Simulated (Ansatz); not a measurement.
The figure comes from a scan of BaF2 (fluorite): the crystal slips on the {100} plane by s times a lattice vector of 4.38 Å, atoms relaxing along the normal only, γ being the energy change per area. Level of theory: r2SCAN (plane waves to 500 eV, PAW, scalar-relativistic; Ansatz, an electronic-structure program). k mesh 7×7×7 (Γ-centred), Fermi-Dirac smearing 0.05 eV. Energies are extrapolated to zero smearing. Some relaxations began with atoms very close together and may have settled on another branch. Faults lie only 9.3 Å apart, and holding the cell height raises γ above its relaxed value. BaF2 was relaxed with its symmetry unable to fall. γ is measured from zero shift.

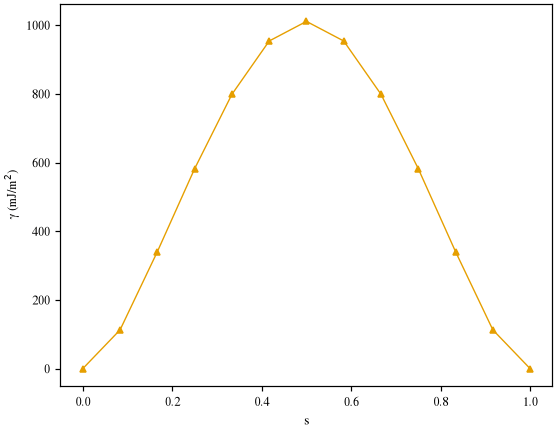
Figure: γ (mJ/m²) against s; markers are the computed points, lines only join them (the last repeats the first, one period on).

Q: List the plotted points as numbers.

A: To the nearest 20:

| s | γ (mJ/m²) |
|---|---|
| 0.000 | 0 |
| 0.083 | 120 |
| 0.167 | 340 |
| 0.250 | 580 |
| 0.333 | 800 |
| 0.417 | 960 |
| 0.500 | 1020 |
| 0.583 | 960 |
| 0.667 | 800 |
| 0.750 | 580 |
| 0.833 | 340 |
| 0.917 | 120 |

(The slope of γ gives the shear force per area between the displaced halves; near zero shift its curvature is an elastic stiffness.)
